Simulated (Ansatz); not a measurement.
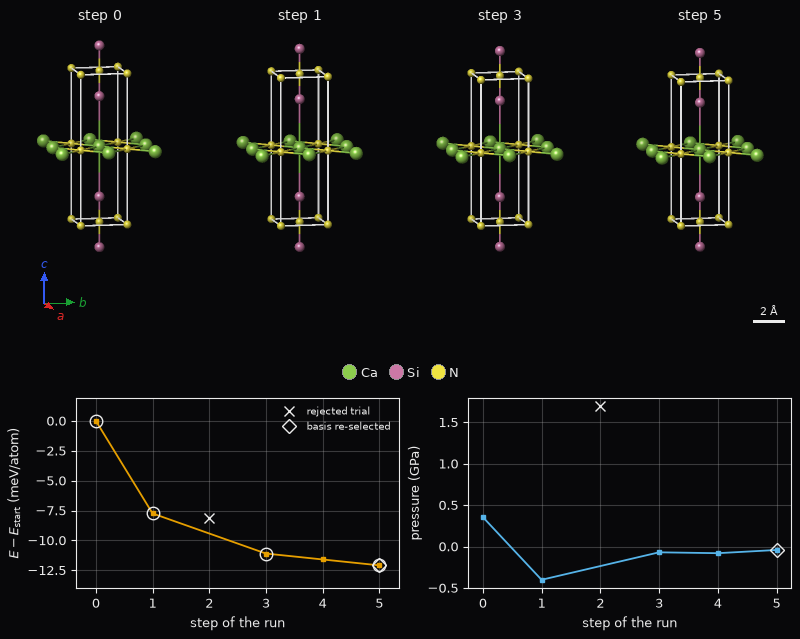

Frames of a relaxation of a crystal of CaSi₂N₃ (a generated structure, set up in P4/mmm) (coarse preliminary run), marked on the history of the run. The picture is a ball-and-stick view of the cell of the calculation, seen slightly off an axis.

Level of theory: DFT PBE, scalar-relativistic, plane waves, PAW (Ansatz).

Input
```yaml
crystal:
  lattice:
    - [3.1590859521, 0.0, 0.0]
    - [0.0, 3.1590859521, 0.0]
    - [0.0, 0.0, 10.1634532453]
  atoms:
    - { symbol: Ca, position: [0.5, 0.5, 0.5] }
    - { symbol: Si, position: [0.5, 0.5, 0.167737094] }
    - { symbol: Si, position: [0.5, 0.5, 0.832262906] }
    - { symbol: "N", position: [0.5, 0.5, 0.0] }
    - { symbol: "N", position: [0.0, 0.0, 0.0] }
    - { symbol: "N", position: [0.0, 0.0, 0.5], spin: 0.65 }
basis:
  ecutwfc: 420
kpoints:
  mp_grid: { grid: [6, 6, 2] }
hamiltonian:
  xc: pbe
scf:
  occupations: { method: gaussian, width: 0.1 }
  lower_state_search: "off"
output:
  forces: true
  stress: true
  eigenvalues: true
  populations: true
magnetization:
  spin_polarized: true
relax:
  adjacent_minimum: "off"
  f_tol: 0.04
  max_steps: 70
  cell: { stress_tol: 0.4 }
```

Command:
```bash
ansatz run input.yaml --threads 1 --pin off --max-ram 2560MiB --backend cpu --events-out ev --progress --plain --runs-dir out
```

> Describe the path.

The largest moves relative to the cell, 0.044 Å, are those of Si2 and Si3. Si2 goes along +c. N and Ca stay in place. The drawn cell changes as follows: a = b 3.159 → 3.229 Å (+2.2 %), c 10.163 → 9.698 Å (−4.6 %); the volume changes by −0.3 %. Near-neighbour distances that change, for instance: Ca1–Si2 3.377 → 3.178 Å, Ca1–Ca1 3.159 → 3.229 Å, Ca1–N6 2.234 → 2.283 Å, Si2–N4 1.705 → 1.671 Å. The space group stays P4/mmm (No. 123). After 3 accepted moves (5 points after the start) the energy has fallen by 12.1 meV per atom. The largest force component goes from 0.59 to 0.021 eV/Å. The pressure goes from 0.36 to −0.04 GPa. The line search rejected the trial step at point 2 of the run. At 1 point the geometry stayed and the basis and grid were re-selected for the new cell (energy shift of 0.5 meV per atom at most each time). The run may lie on a higher electronic state than the lowest, so the end point isn't shown to be the ground-state structure. The run took 2.3 min on 1 thread of Arm Neoverse V1, on a shared host, peak memory 0.48 GiB. From step 0 to 1: Si atoms move most (0.03 Å), volume +0.2 %, energy −7.7 meV per atom. From step 1 to 3: volume +0.5 %, energy −3.4 meV per atom. From step 3 to 5: Si atoms move most (0.02 Å), volume −1.0 %, energy −1.0 meV per atom.

| step | E − E(0), meV/atom | largest force component, eV/Å | pressure, GPa | volume, Å³/atom | note |
| --- | --- | --- | --- | --- | --- |
| 0 | 0.00 | 0.5880 | 0.36 | 16.905 |  |
| 1 | -7.75 | 0.5031 | -0.40 | 16.937 |  |
| 2 | -8.13 | 0.5648 | 1.69 | 16.453 | rejected |
| 3 | -11.10 | 0.0284 | -0.07 | 17.020 |  |
| 4 | -11.60 | 0.0214 | -0.08 | 16.855 |  |
| 5 | -12.09 | 0.0213 | -0.04 | 16.855 | same geometry, new basis |
